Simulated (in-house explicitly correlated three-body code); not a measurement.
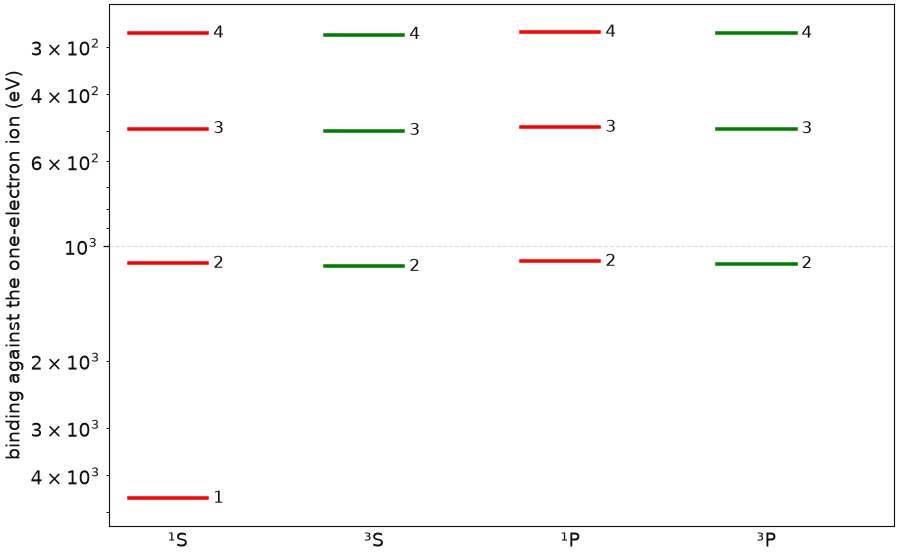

Two electrons around a point charge Z = 19 (K¹⁷⁺). Computed variationally in 260 exponentially correlated functions with an in-house code, non-relativistic, converged to about 10⁻⁸ of the energy. The plot shows the bound S and P states that converged, by term and principal number n, on a logarithmic scale of binding.

**Describe the level scheme.**

The ground state is bound by 4593 eV. The n = 2 states drawn run, from the deepest, 2 ³S (1132 eV), 2 ³P (1113 eV), 2 ¹S (1111 eV), 2 ¹P (1098 eV). Exchange puts 2 ³S below 2 ¹S by 20.9 eV and 2 ³P below 2 ¹P by 15.4 eV. Quantum defects n − (Z − 1)/√(2 E(binding)): 2 ³S 0.027, 2 ³P 0.010, 2 ¹S 0.008, 2 ¹P −0.004.
